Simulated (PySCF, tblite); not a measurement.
# C7H11ClSi2: geometry, infrared bands and NMR shifts

What infrared bands and NMR shifts should C7H11ClSi2 (`C=CC1=C[SiH2]C/C(=C\Cl)[SiH2]1`) show?

Computed with tblite 0.8.0 and PySCF 2.14.0, with density-fitted response routines of our own, on a single molecule in the gas phase. Atoms count from 0, in the outputs and in this text.

## Step 1: The molecule as given

21 atoms, charge 0, multiplicity 1; geometry from: force field or distance geometry start.

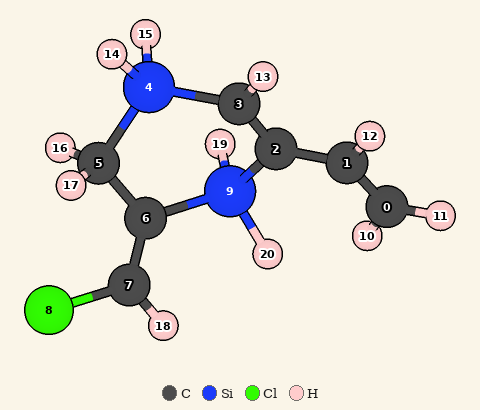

The starting geometry (carbon dark grey, silicon blue, chlorine green, hydrogen pink), atoms numbered.

## Step 2: Relaxing the molecule with GFN2-xTB

What the job is given:

```
{"job": {"kind": "relax", "xc": "GFN2-xTB", "basis": "xTB"}, "charge": 0, "multiplicity": 1}
C      1.179500    -3.156300     0.210600
C      1.662400    -1.960700     0.506300
C      1.087700    -0.711500     0.079200
C      1.635000     0.456200     0.414600
Si     0.887100     2.029900    -0.127900
C     -0.954400     2.078000    -0.100500
C     -1.492200     0.696800    -0.151800
C     -2.681600     0.375400     0.367400
Cl    -3.671600     1.620000     1.134300
Si    -0.439400    -0.608600    -0.958600
H      0.278100    -3.262600    -0.396100
H      1.649500    -4.076600     0.570400
H      2.557200    -1.929700     1.137600
H      2.549900     0.474100     1.042500
H      1.370700     3.174000     0.701700
H      1.371000     2.356300    -1.487900
H     -1.317400     2.701700    -0.957500
H     -1.314600     2.509900     0.872800
H     -3.084300    -0.633400     0.332900
H     -0.124200    -0.236900    -2.342200
H     -1.157300    -1.879000    -0.848100
```

On the command line:

```bash
$ OMP_NUM_THREADS=1 python probes_run.py task.json out
```

This one command runs all jobs of the session in turn.

Output:

```text
step      E/eV     max force
  0    -775.44517    2.621
  1    -775.62518    0.992
  2    -775.68087    0.651
  3    -775.71768    0.593
  4    -775.75860    0.381
  5    -775.77239    0.324
  6    -775.78099    0.257
  7    -775.78671    0.223
  8    -775.79301    0.172
  9    -775.79876    0.196
 10    -775.80367    0.150
 11    -775.80810    0.160
 12    -775.81234    0.169
 13    -775.81606    0.174
 14    -775.81864    0.119
 15    -775.82005    0.076
 16    -775.82093    0.062
 17    -775.82167    0.081
 18    -775.82242    0.079
 19    -775.82323    0.062
 20    -775.82399    0.050
 21    -775.82461    0.062
 22    -775.82519    0.061
 23    -775.82585    0.056
 24    -775.82660    0.057
 25    -775.82728    0.054
 26    -775.82773    0.043
 27    -775.82802    0.035
 28    -775.82832    0.036
 29    -775.82869    0.046
 30    -775.82909    0.039
 31    -775.82942    0.037
 32    -775.82968    0.036
 33    -775.82993    0.041
 34    -775.83021    0.052
 35    -775.83051    0.045
 36    -775.83078    0.033
 37    -775.83099    0.034
 38    -775.83119    0.036
 39    -775.83144    0.044
 40    -775.83173    0.040
 41    -775.83208    0.048
 42    -775.83252    0.050
 43    -775.83310    0.066
 44    -775.83386    0.077
 45    -775.83473    0.069
 46    -775.83562    0.078
 47    -775.83651    0.092
 48    -775.83753    0.088
 49    -775.83877    0.082
 50    -775.84020    0.094
 51    -775.84181    0.124
 52    -775.84394    0.162
 53    -775.84725    0.181
 54    -775.85180    0.180
 55    -775.85601    0.233
 56    -775.83899    0.535
 57    -775.86149    0.119
 58    -775.86363    0.114
 59    -775.87046    0.248
 60    -775.87479    0.159
 61    -775.87993    0.135
 62    -775.89072    0.134
 63    -775.89355    0.110
 64    -775.89592    0.083
 65    -775.89743    0.104
 66    -775.89910    0.113
 67    -775.90122    0.101
 68    -775.90437    0.111
 69    -775.90712    0.120
 70    -775.91053    0.130
 71    -775.91439    0.123
 72    -775.91793    0.142
 73    -775.92095    0.248
 74    -775.92401    0.143
 75    -775.92870    0.114
 76    -775.93230    0.137
 77    -775.93493    0.122
 78    -775.93795    0.103
 79    -775.94069    0.111
 80    -775.94329    0.106
 81    -775.94553    0.099
 82    -775.94722    0.080
 83    -775.94833    0.076
 84    -775.94926    0.057
 85    -775.94990    0.102
 86    -775.95079    0.066
 87    -775.95147    0.057
 88    -775.95213    0.061
 89    -775.95286    0.069
 90    -775.95391    0.073
 91    -775.95490    0.072
 92    -775.95578    0.072
 93    -775.95655    0.066
 94    -775.95730    0.063
 95    -775.95805    0.068
 96    -775.95874    0.062
 97    -775.95937    0.065
 98    -775.96005    0.065
 99    -775.96089    0.086
100    -775.96187    0.077
101    -775.96287    0.083
102    -775.96379    0.069
103    -775.96464    0.066
104    -775.96553    0.068
105    -775.96645    0.062
106    -775.96726    0.058
107    -775.96783    0.059
108    -775.96840    0.064
109    -775.96896    0.045
110    -775.96979    0.045
111    -775.97058    0.071
112    -775.97145    0.067
113    -775.97209    0.061
114    -775.97264    0.089
115    -775.97318    0.055
116    -775.97376    0.054
117    -775.97431    0.048
118    -775.97479    0.061
119    -775.97554    0.070
120    -775.97656    0.082
121    -775.97787    0.102
122    -775.97894    0.081
123    -775.97986    0.056
124    -775.98035    0.037
125    -775.98080    0.037
126    -775.98117    0.036
127    -775.98154    0.040
128    -775.98188    0.039
129    -775.98220    0.039
130    -775.98255    0.044
131    -775.98297    0.053
132    -775.98339    0.043
133    -775.98372    0.042
134    -775.98397    0.038
135    -775.98421    0.035
136    -775.98448    0.033
137    -775.98474    0.037
138    -775.98494    0.033
139    -775.98508    0.029
140    -775.98523    0.026
141    -775.98538    0.026
142    -775.98546    0.017
143    -775.98551    0.014
144    -775.98556    0.015
145    -775.98560    0.017
146    -775.98565    0.018
147    -775.98572    0.021
148    -775.98578    0.022
149    -775.98586    0.019
150    -775.98595    0.022
151    -775.98603    0.023
152    -775.98612    0.026
153    -775.98621    0.022
154    -775.98630    0.016
155    -775.98637    0.019
156    -775.98643    0.019
157    -775.98650    0.018
158    -775.98657    0.019
159    -775.98665    0.021
160    -775.98674    0.021
161    -775.98682    0.021
162    -775.98690    0.022
163    -775.98697    0.020
164    -775.98704    0.019
165    -775.98711    0.018
166    -775.98716    0.017
167    -775.98721    0.014
168    -775.98724    0.013
169    -775.98727    0.014
170    -775.98732    0.016
171    -775.98737    0.014
172    -775.98741    0.012
173    -775.98745    0.011
174    -775.98748    0.011
175    -775.98751    0.011
176    -775.98753    0.011
177    -775.98755    0.008
```

It took 2 s on 1 thread of Arm Neoverse V2, shared host; peak memory 0.18 GiB.

Step by step: (not every step is listed)

```csv
step,energy from step 0 (eV),largest force (eV/Å)
0,0.0000,2.6206
1,-0.1800,0.9916
2,-0.2357,0.6514
3,-0.2725,0.5934
4,-0.3134,0.3813
5,-0.3272,0.3238
6,-0.3358,0.2573
7,-0.3415,0.2229
8,-0.3478,0.1717
24,-0.3814,0.0570
40,-0.3866,0.0396
56,-0.3938,0.5350
72,-0.4728,0.1421
88,-0.5070,0.0605
104,-0.5204,0.0678
120,-0.5314,0.0818
136,-0.5393,0.0333
152,-0.5410,0.0264
168,-0.5421,0.0133
172,-0.5422,0.0122
173,-0.5423,0.0112
174,-0.5423,0.0112
175,-0.5423,0.0107
176,-0.5424,0.0108
177,-0.5424,0.0081
```

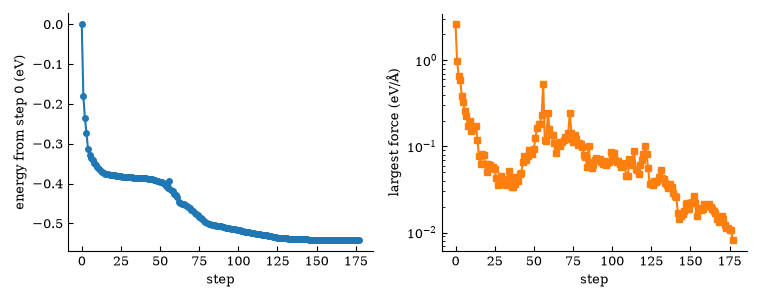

Energy and largest force along the relaxation.

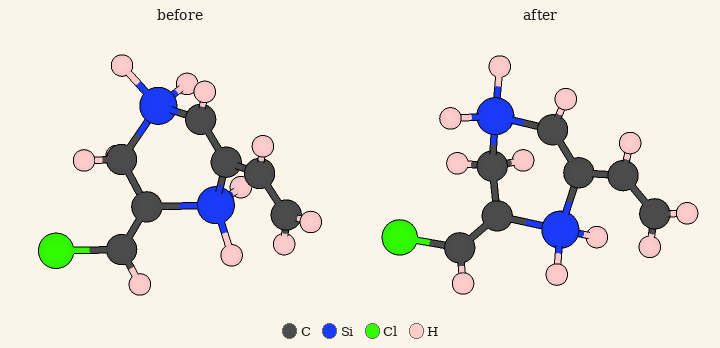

The geometry before (left) and after (right).

Close pairs (by a distance rule), those that changed most:

```csv
bond,before (Å),after (Å),change (Å)
Si4–C5,1.842,1.907,+0.065
C3–Si4,1.825,1.879,+0.054
C2–Si9,1.849,1.898,+0.049
C5–H17,1.124,1.089,-0.035
C7–Cl8,1.766,1.735,-0.031
C5–H16,1.120,1.091,-0.030
Si4–H14,1.494,1.468,-0.026
C6–Si9,1.861,1.884,+0.023
```

The next job starts from the end point, and lists it.

## Step 3: Harmonic vibrations with GFN2-xTB

What the job is given:

```
{"job": {"kind": "ir", "xc": "GFN2-xTB", "basis": "xTB"}, "charge": 0, "multiplicity": 1}
C      1.488558    -3.162628    -0.246130
C      1.852904    -1.956069     0.171953
C      1.032351    -0.757185     0.110656
C      1.576434     0.424504     0.458676
Si     0.746191     2.110123     0.432592
C     -0.808923     1.944197    -0.658977
C     -1.582184     0.765827    -0.185277
C     -2.724903     0.856509     0.478105
Cl    -3.517694     2.355167     0.846318
Si    -0.767659    -0.909004    -0.471628
H      0.518821    -3.349388    -0.674263
H      2.153207    -4.007645    -0.180249
H      2.847135    -1.820709     0.585521
H      2.613364     0.418064     0.786069
H      0.371615     2.506009     1.795845
H      1.653849     3.105339    -0.155222
H     -0.500901     1.786251    -1.693376
H     -1.410525     2.851670    -0.623445
H     -3.271291     0.004593     0.846942
H     -0.791972    -1.210934    -1.911869
H     -1.487298    -1.937748     0.287288
```

Output:

```text
mode    cm-1     km/mol
  1      35.2      0.20
  2      60.6      0.22
  3      83.0      0.03
  4     165.5      0.61
  5     179.7      0.34
  6     185.7      1.00
  7     202.9      0.59
  8     226.8      0.14
  9     268.1      1.25
 10     300.8      0.05
 11     371.5      2.33
 12     383.8     16.41
 13     447.0     11.49
 14     466.3     52.88
 15     497.1     79.46
 16     516.4     16.74
 17     557.9      2.62
 18     579.9     23.70
 19     601.8      6.13
 20     651.9     28.54
 21     660.1     38.09
 22     687.6     51.83
 23     720.4    251.05
 24     746.9    217.11
 25     759.5     13.12
 26     768.6    218.46
 27     772.6    308.93
 28     791.1     44.30
 29     819.5      9.12
 30     832.7     37.75
 31     855.1    163.19
 32     888.3     11.10
 33     979.3      2.69
 34    1008.8     15.92
 35    1075.4     22.88
 36    1155.3      3.80
 37    1159.7     22.02
 38    1202.3     34.48
 39    1252.4     99.35
 40    1279.2      6.68
 41    1317.8     10.58
 42    1406.9      1.07
 43    1463.8      4.24
 44    1578.7     12.19
 45    1641.4     77.45
 46    1665.0      2.67
 47    2192.9    239.63
 48    2208.1    454.12
 49    2224.6    237.32
 50    2231.4    295.95
 51    2970.6     35.70
 52    2980.5     65.11
 53    2996.5     29.50
 54    3018.8     59.44
 55    3084.1      9.78
 56    3104.9     19.02
 57    3131.3     61.00
```

Run time: 1.2 s. Hardware: 1 thread of Arm Neoverse V2, shared host; peak memory 0.18 GiB.

The strongest bands and the atoms that carry them (share of the mass-weighted mode):

```csv
cm⁻¹,km/mol,atoms
720,251.1,"H18 17 %, C5 15 %, C7 14 %, Si4 12 %"
747,217.1,"H19 11 %, H18 10 %, C5 10 %, H20 10 %"
769,218.5,"H20 36 %, H19 35 %"
773,308.9,"H14 41 %, H15 38 %"
2193,239.6,H19 94 %
2208,454.1,H15 85 %
2225,237.3,"H14 84 %, H15 10 %"
2231,295.9,H20 93 %
```

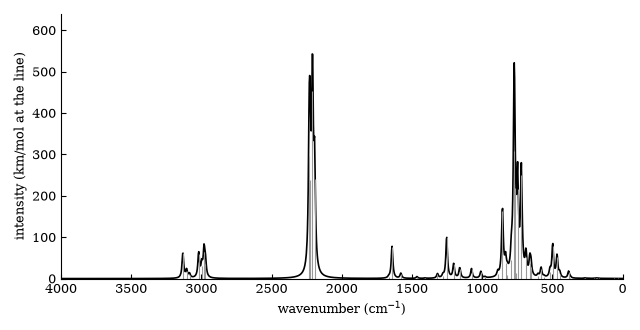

The infrared spectrum from these modes, unscaled. Lines are broadened to a width of 14 cm⁻¹ (Lorentzian).

## Step 4: Nuclear shieldings: PBE0/pcSseg-1

Settings changed since step 3:

```diff
@@ -1,2 +1,2 @@
-{"job": {"kind": "ir", "xc": "GFN2-xTB", "basis": "xTB"}, "charge": 0, "multiplicity": 1}
+{"job": {"kind": "nmr", "xc": "PBE0", "basis": "pcSseg-1"}, "charge": 0, "multiplicity": 1}
 C      1.488558    -3.162628    -0.246130
```

With the program's defaults for keys left out, this is: GIAO PBE0/pcSseg-1 NMR shielding, non-relativistic, gas phase.

Output:

```text
coarse grid: 19296 points
cycle   1  E = -1311.5865965071  dE =  1.229e+00  |g| = 4.572e-01  |ddm| = 4.412e+00
cycle   2  E = -1311.5670218956  dE =  1.957e-02  |g| = 5.345e-01  |ddm| = 9.412e-01
cycle   3  E = -1311.6381118211  dE = -7.109e-02  |g| = 1.292e-01  |ddm| = 6.231e-01
cycle   4  E = -1311.6422317727  dE = -4.120e-03  |g| = 3.855e-02  |ddm| = 1.690e-01
cycle   5  E = -1311.6426078731  dE = -3.761e-04  |g| = 8.562e-03  |ddm| = 4.214e-02
cycle   6  E = -1311.6426231896  dE = -1.532e-05  |g| = 3.854e-03  |ddm| = 1.276e-02
cycle   7  E = -1311.6426266762  dE = -3.487e-06  |g| = 1.219e-03  |ddm| = 4.678e-03
final grid: 173152 points
cycle   8  E = -1311.7012749806  dE = -3.840e-05  |g| = 8.361e-03  |ddm| = 3.808e-02
cycle   9  E = -1311.7012645511  dE =  1.043e-05  |g| = 1.015e-02  |ddm| = 1.956e-02
cycle  10  E = -1311.7012924038  dE = -2.785e-05  |g| = 1.934e-03  |ddm| = 1.243e-02
cycle  11  E = -1311.7012933437  dE = -9.399e-07  |g| = 4.874e-04  |ddm| = 2.340e-03
cycle  12  E = -1311.7012934042  dE = -6.046e-08  |g| = 1.281e-04  |ddm| = 5.501e-04
cycle  13  E = -1311.7012934081  dE = -3.874e-09  |g| = 3.751e-05  |ddm| = 1.658e-04
cycle  14  E = -1311.7012934084  dE = -3.142e-10  |g| = 1.308e-05  |ddm| = 4.268e-05
converged SCF energy = -1311.7012934084

GIAO shielding tensors (ppm)
atom      isotropic    diamagn.    paramagn.     s11        s22        s33       span
  0 C       62.767     256.214    -193.447    -41.023     65.712    163.612    204.635
  1 C       33.343     251.409    -218.066    -73.938     43.767    130.200    204.137
  2 C       24.420     260.971    -236.551    -82.191     -3.288    158.738    240.929
  3 C       35.591     257.938    -222.347    -63.859     11.808    158.825    222.684
  4 Si     400.763     880.733    -479.970    374.402    390.766    437.123     62.721
  5 C      167.916     251.178     -83.261    150.873    172.711    180.166     29.292
  6 C       47.734     264.742    -217.008    -57.525     30.268    170.458    227.983
  7 C       52.797     249.640    -196.843    -44.589     93.601    109.379    153.968
  8 Cl     731.587    1146.076    -414.489    453.360    822.691    918.710    465.351
  9 Si     405.181     884.673    -479.492    367.507    406.953    441.081     73.574
 10 H       26.240      33.009      -6.770     23.550     24.666     30.502      6.952
 11 H       26.159      27.040      -0.881     24.512     25.112     28.853      4.340
 12 H       24.961      30.178      -5.217     22.990     23.638     28.256      5.266
 13 H       24.739      32.200      -7.462     23.046     23.888     27.282      4.236
 14 H       27.216      29.163      -1.947     23.627     26.251     31.769      8.142
 15 H       27.121      28.811      -1.690     23.550     24.834     32.978      9.428
 16 H       29.925      31.086      -1.161     25.896     27.938     35.941     10.045
 17 H       28.746      30.283      -1.537     23.259     29.410     33.570     10.312
 18 H       25.405      30.698      -5.293     19.523     27.613     29.077      9.554
 19 H       26.774      30.967      -4.193     23.457     25.494     31.371      7.914
 20 H       27.136      32.225      -5.090     23.056     26.932     31.418      8.362
```

It took 74 s on 1 thread of Arm Neoverse V2, shared host; peak memory 1.1 GiB.

The references, computed at this level on geometries of the same kind, shield at (ppm): 1H TMS 31.72, 13C TMS 186.9, 29Si TMS 349.2, 35Cl HCl 950. Their shielding less the atom's gives the shift. The references are single molecules in the gas phase. Atoms listed in one row are averaged.

```csv
atoms,environment,σ (ppm),δ (ppm),δ scaled to CDCl3
C2,fully substituted alkene carbon,24.4,162.5,156.7
C1,alkene CH,33.3,153.6,148.0
C3,alkene CH,35.6,151.3,145.8
C6,fully substituted alkene carbon,47.7,139.2,133.9
C7,alkene CH,52.8,134.1,129.0
C0,terminal =CH2 carbon,62.8,124.2,119.3
C5,allylic sp3 CH2 bonded to Si,167.9,19.0,16.6
H13,hydrogen on an alkene CH,24.74,6.98,6.68
H12,hydrogen on an alkene CH,24.96,6.76,6.47
H18,hydrogen on an alkene CH,25.40,6.31,6.06
H11,hydrogen on a terminal =CH2 carbon,26.16,5.56,5.35
H10,hydrogen on a terminal =CH2 carbon,26.24,5.48,5.27
"H19, H20","hydrogen on a silicon bonded to 2 C, in a 6-membered ring",26.95,4.76,–
"H14, H15","hydrogen on a silicon bonded to 2 C, in a 6-membered ring",27.17,4.55,–
"H16, H17",hydrogen on an allylic sp3 CH2 bonded to Si,29.34,2.38,2.35
Si4,"silicon bonded to 2 C, 2 H, in a 6-membered ring",400.8,-51.6,–
Si9,"silicon bonded to 2 C, 2 H, in a 6-membered ring",405.2,-56.0,–
Cl8,chlorine bonded to C,732,218,–
```

The scaled column applies a straight-line fit of computed shieldings to shifts measured in CDCl3, with any fitted terms for Cl, Br or S neighbours (root-mean-square error 0.16 ppm for H, 1.9 ppm for C).

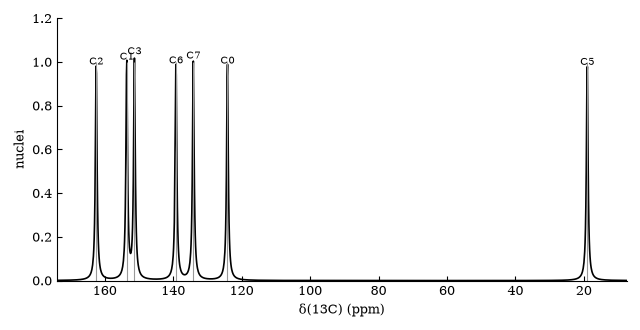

13C lines at the computed shifts, without couplings. Lines are broadened to a width of 0.57 ppm (Lorentzian).

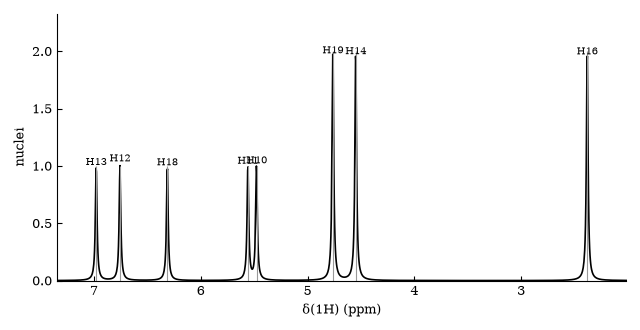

1H lines at the computed shifts, without couplings. Lines are broadened to a width of 0.02 ppm (Lorentzian).

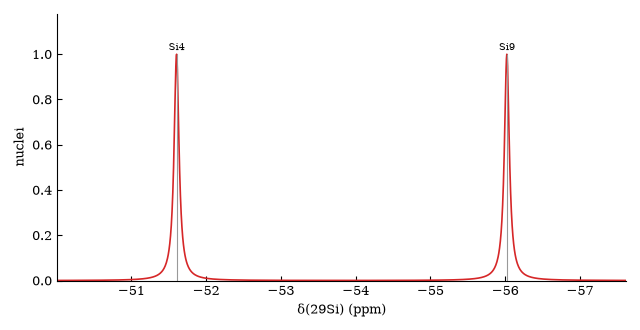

29Si lines at the computed shifts, without couplings. Lines are broadened to a width of 0.08 ppm (Lorentzian).

The run also stored atomic charges by several schemes (e):

```csv
atoms,Mulliken,IAO,Hirshfeld,ESP fit
C0,-0.17,-0.31,-0.09,-0.40
C1,-0.12,-0.13,-0.05,-0.17
C2,-0.40,-0.24,-0.08,0.09
C3,-0.36,-0.41,-0.13,-0.43
Si4,0.72,0.77,0.34,0.54
C5,-0.42,-0.54,-0.16,-0.43
C6,-0.50,-0.26,-0.10,0.07
C7,-0.05,-0.17,-0.04,-0.31
Cl8,-0.11,-0.04,-0.03,-0.06
Si9,0.77,0.73,0.33,0.24
```

IAO charges:

C0 -0.31; C1 -0.13; C2 -0.24; C3 -0.41; Si4 0.77; C5 -0.54; C6 -0.26; C7 -0.17; Cl8 -0.04; Si9 0.73; H10 0.14; H11 0.16; H12 0.14; H13 0.14; H14 -0.12; H15 -0.12; H16 0.16; H17 0.16; H18 0.17; H19 -0.12; H20 -0.11

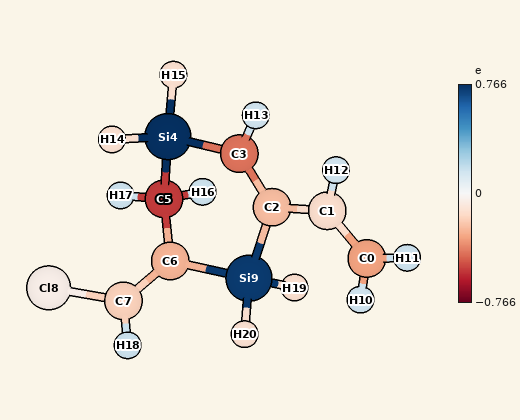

IAO charges, as colours on the atoms.

Mayer bond orders: C0–C1 1.92, C1–C2 1.09, C2–C3 1.83, C3–Si4 0.89, Si4–C5 0.88, C5–C6 1.05, C6–C7 1.85, C7–Cl8 1.03, C6–Si9 0.85, Si9–C2 0.82.

Ring of atoms C2, C3, Si4, C5, C6, Si9: NICS(0) -0.8, NICS(1) -1.7, NICS(1)zz 4.1 ppm (means of both faces).

## Step 5: Outcome

| quantity | value |
| --- | --- |
| strongest single infrared mode (GFN2-xTB) | 2208 cm⁻¹, 454 km/mol |
| zero-point energy (GFN2-xTB) | 92.1 kcal/mol |
| 13C shifts against TMS (PBE0/pcSseg-1) | 162.5, 153.6, 151.3, 139.2, 134.1, 124.2, 19.0 ppm |
| 1H shifts against TMS (PBE0/pcSseg-1, means over atoms taken as alike) | 6.98, 6.76, 6.31, 5.56, 5.48, 4.76, 4.55, 2.38 ppm |
| 29Si shifts against TMS (PBE0/pcSseg-1) | -51.6, -56.0 ppm |
| 35Cl shifts against HCl (PBE0/pcSseg-1) | 218 ppm |

What this shows: The optimisation took 177 steps and gained 0.542 eV; among the close pairs (by a distance rule), Si4–C5 changed most, from 1.842 to 1.907 Å. No mode is imaginary among the 57: a minimum at this level. The strongest single mode, at 2208 cm⁻¹, moves mainly H15. Unscaled tight-binding wavenumbers are off by several per cent, some by more. Its intensities can rank the bands wrongly. At PBE0/pcSseg-1: Shielding is most anisotropic at Cl8 (span 465 ppm, paramagnetic term -414 ppm).
